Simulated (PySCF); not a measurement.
# quartet AlNH3 at 6 levels

Aim: a comparison of 6 runs (U-wB97X-V/STO-3G, UB2PLYP/STO-3G, UB3LYP/STO-3G, NEVPT2(5,5)/STO-3G, UCCSDT/STO-3G, UCISD/STO-3G) of quartet AlNH3. The job is set up through a Python script.

The results are computed with PySCF 2.14.0.

11 further runs of the same task are left out: 11 set aside as unsound or not needed.

## 1. The structure to begin with

The species is AlNH3 (5 atoms), meant as a quartet with charge 0. As SMILES of the parent species, `[NH2][AlH]`. The shape is that of a PBE0-D4/def2-TZVP optimisation. This is one conformer, not always the lowest. That shape belongs to the parent species and isn't relaxed for this state.

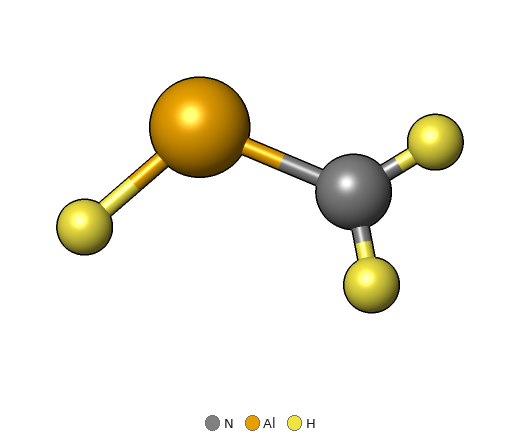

The structure, seen from a chosen angle (nitrogen grey, aluminium amber, hydrogen yellow).

## 2. A single-point energy at U-wB97X-V/STO-3G (run 1)

mol.xyz

```xyz
5

N     -0.116600    -0.660800     0.175100
Al     0.836600     0.833900     0.120800
H      0.148500    -1.505300     0.655500
H     -1.010300    -0.782800    -0.277400
H      0.191800     2.041400    -0.715400
```

run.py

```python
from pyscf import gto, dft

molecule = gto.Mole()
molecule.atom = 'mol.xyz'
molecule.spin = 3
molecule.basis = 'sto-3g'
molecule.verbose = 3
molecule.max_memory = 1860
molecule.charge = 0
molecule.build()

mf = dft.UKS(molecule, xc='wb97x-v')
mf.nlcgrids.level = 1
mf.conv_tol = 1e-10
mf.grids.level = 5
mf.kernel()
if not mf.converged:
    mf = mf.newton().run(mf.mo_coeff, mf.mo_occ)

etot = mf.e_tot
print('Final energy', etot)
```

Launch:

```console
$ OMP_NUM_THREADS=1 python run.py
```

Log:

```text
WARN: HOMO 0.170381843573792 >= LUMO -0.309838815190313

WARN: HOMO 0.106849737110165 >= LUMO -0.0199261492120392

WARN: HOMO 0.0818482217920288 >= LUMO 0.000947204993726913

WARN: HOMO 0.0822546818316172 >= LUMO -0.00197648046201249

WARN: HOMO 0.0822728368699854 >= LUMO -0.000515140185746277

WARN: HOMO 0.082035300800927 >= LUMO -0.00152428106327807

WARN: HOMO 0.0820571671296602 >= LUMO -0.00132821950970863

WARN: HOMO 0.0820335270494884 >= LUMO -0.00136174118865096

WARN: HOMO 0.0820372839238442 >= LUMO -0.00135677585504046

WARN: HOMO 0.082036177719624 >= LUMO -0.0013573368273192

WARN: HOMO 0.0820363179861483 >= LUMO -0.00135727452735079

converged SCF energy = -294.916946537488  <S^2> = 3.7522924  2S+1 = 4.0011461
Final energy -294.91694653748755
```

Wall time 18 s (1 thread of Arm Neoverse V1, shared host); peak memory 0.2 GiB.

## 3. A single-point energy at UB2PLYP/STO-3G (run 2)

run.py

```python
from pyscf import gto, dft, mp

mol = gto.Mole()
mol.atom = '''
N       -0.116600      -0.660800       0.175100
Al       0.836600       0.833900       0.120800
H        0.148500      -1.505300       0.655500
H       -1.010300      -0.782800      -0.277400
H        0.191800       2.041400      -0.715400
'''
mol.max_memory = 1860
mol.basis = 'sto-3g'
mol.spin = 3
mol.verbose = 3
mol.build()

mf = dft.UKS(mol)
mf.xc = '0.53*HF + 0.47*B88, 0.73*LYP'
mf.conv_tol = 1e-10
mf.grids.level = 5
mf.kernel()
if not mf.converged:
    mf = mf.newton().run(mf.mo_coeff, mf.mo_occ)

pt = mp.MP2(mf, frozen=6).run()
energy = mf.e_tot + 0.27 * pt.e_corr
print('PT2 part  %.8f' % (0.27 * pt.e_corr))
print(f'total energy: {energy:.8f} hartree')
```

Launch:

```console
$ OMP_NUM_THREADS=1 python run.py
```

Log:

```text
WARN: HOMO 0.151709634990458 >= LUMO -0.303942012820249

WARN: HOMO 0.15001507984191 >= LUMO -0.00792246920877315

WARN: HOMO 0.12350416498264 >= LUMO 0.0077602188190391

WARN: HOMO 0.125052867773265 >= LUMO 0.0074387551371109

WARN: HOMO 0.124644437154221 >= LUMO 0.00795029117028601

WARN: HOMO 0.124567423142004 >= LUMO 0.00748545273548817

WARN: HOMO 0.124552478454772 >= LUMO 0.0076904167411701

WARN: HOMO 0.124526799278706 >= LUMO 0.00764630230156815

WARN: HOMO 0.124530329991867 >= LUMO 0.00765248161549881

WARN: HOMO 0.124528839181158 >= LUMO 0.00765115849484266

WARN: HOMO 0.124528907801059 >= LUMO 0.00765118633921313

converged SCF energy = -294.745903500155  <S^2> = 3.7539174  2S+1 = 4.0019582
E(UMP2) = -294.807087466142  E_corr = -0.0611839659874698
E(SCS-UMP2) = -294.815577493962  E_corr = -0.0696739938067645
PT2 part  -0.01651967
total energy: -294.76242317 hartree
```

Run time: 3.9 s. Hardware: 1 thread of Arm Neoverse V1, shared host; peak memory 0.2 GiB.

Run 3 isn't shown in full; the table further down has it.

## 4. A single-point energy at NEVPT2(5,5)/STO-3G (run 4)

run.py

```python
import numpy
from pyscf import gto, scf, mp, mcscf, mrpt

molecule = gto.M(
    atom='''
N   -0.116600  -0.660800   0.175100
Al   0.836600   0.833900   0.120800
H    0.148500  -1.505300   0.655500
H   -1.010300  -0.782800  -0.277400
H    0.191800   2.041400  -0.715400
''',
    max_memory=1860,
    basis='sto-3g',
    charge=0,
    verbose=4,
    spin=3,
)

hf = scf.ROHF(molecule)
hf.conv_tol = 1e-10
hf.kernel()
if not hf.converged:
    hf = hf.newton().run(hf.mo_coeff, hf.mo_occ)

pt = mp.MP2(scf.addons.convert_to_uhf(hf)).run()
noons, natorbs = mcscf.addons.make_natural_orbitals(pt)
print('natural occupations', numpy.round(noons[:40], 4))
cas = mcscf.CASSCF(hf, 5, 5)
cas.fix_spin_(ss=3.75)
cas.natorb = True
cas.kernel(natorbs)
e_pt2 = mrpt.NEVPT(cas).kernel()
etot = cas.e_tot + e_pt2
print('E(%s) = %.9f' % ('NEVPT2', etot))
```

Launch:

```console
$ OMP_NUM_THREADS=1 python run.py
```

Log:

```text
PySCF version 2.14.0

[... 57 lines left out ...]
converged SCF energy = -294.206488451215
[... 63 lines left out ...]
1-step CASSCF converged in   8 macro (108 JK  24 micro) steps
[... 19 lines left out ...]
CASSCF energy = -294.224528081418
[... 31 lines left out ...]
Nevpt2 Energy = -0.043295513481213
E(NEVPT2) = -294.267823595
```

It took 1.3 s on 1 thread of Arm Neoverse V1, shared host; peak memory 0.12 GiB.

Run 5 isn't shown in full; the table further down has it.

## 5. The energy at UCISD/STO-3G (run 6)

Edit mol.xyz of step 2 so:

```diff
@@ -1,3 +1,3 @@
 5
-
+AlH3N
 N     -0.116600    -0.660800     0.175100
```

run.py

```python
from pyscf import gto, ci

mol = gto.Mole()
mol.atom = 'mol.xyz'
mol.spin = 3
mol.basis = 'sto-3g'
mol.max_memory = 1860
mol.verbose = 4
mol.build()

hf = mol.UHF()
hf.conv_tol = 1e-10
hf.kernel()
if not hf.converged:
    hf = hf.newton().run(hf.mo_coeff, hf.mo_occ)

cisd = ci.CISD(hf, frozen=6)
cisd.kernel()
e_tot = cisd.e_tot
print('E = %.10f Eh' % e_tot)
```

Launch:

```console
$ OMP_NUM_THREADS=1 python run.py
```

Log:

```text
PySCF version 2.14.0

[... 40 lines left out ...]
WARN: HOMO 0.242675130055904 >= LUMO -0.285456952714816
[... 46 lines left out ...]
converged SCF energy = -294.209345539301  <S^2> = 3.7577551  2S+1 = 4.0038757
[... 1 line left out ...]
******** <class 'pyscf.ci.ucisd.UCISD'> ********
CISD nocc = (np.int64(7), np.int64(4)), nmo = (11, 11)
frozen orbitals 6
max_cycle = 50
direct = 0
conv_tol = 1e-09
max_cycle = 50
max_space = 12
lindep = 0
nroots = 1
Init t2, MP2 energy = -0.0477187221212421
UCISD converged
E(UCISD) = -294.2773030501457  E_corr = -0.06795751084435346
E = -294.2773030501 Eh
```

Run time: 0.93 s. Hardware: 1 thread of Arm Neoverse V1, shared host; peak memory 0.12 GiB.

## 6. All runs side by side

```
run               level  nlc grid  frozen core orbitals  energy (Eh)  dipole moment (D) of the reference   ⟨S²⟩  wall time
  1    U-wB97X-V/STO-3G         1                     –  -294.916947                                5.96  3.752       18 s
  2      UB2PLYP/STO-3G         –                     6  -294.762423                                6.00  3.754      3.9 s
  3       UB3LYP/STO-3G         –                     –  -294.982029                                5.88  3.752      8.1 s
  4  NEVPT2(5,5)/STO-3G         –                     –  -294.267824                                6.09      –      1.3 s
  5       UCCSDT/STO-3G         –                     6  -294.280023                                6.10  3.758      1.6 s
  6        UCISD/STO-3G         –                     6  -294.277303                                6.10  3.758     0.93 s
```

## 7. Results

```
                                          quantity          value
                               run 6: total energy  -294.27730 Eh
       run 6: dipole moment (Hartree–Fock density)         6.10 D
run 6: correlation energy (6 core orbitals frozen)      -68.0 mEh
          run 6: ⟨S²⟩ of the reference determinant          3.758
```

**Reading.** Over runs 1, 2, 3 the dipole moment (its size) runs from 5.88 D (UB3LYP/STO-3G) to 6.00 D (UB2PLYP/STO-3G). A double hybrid's value is that of its SCF part. Totals of different functionals can't be ranked against each other. In runs 1, 2, 3, 4, 5, 6 the basis is minimal, so the values are rough. All runs together took 34 s, the longest 18 s.
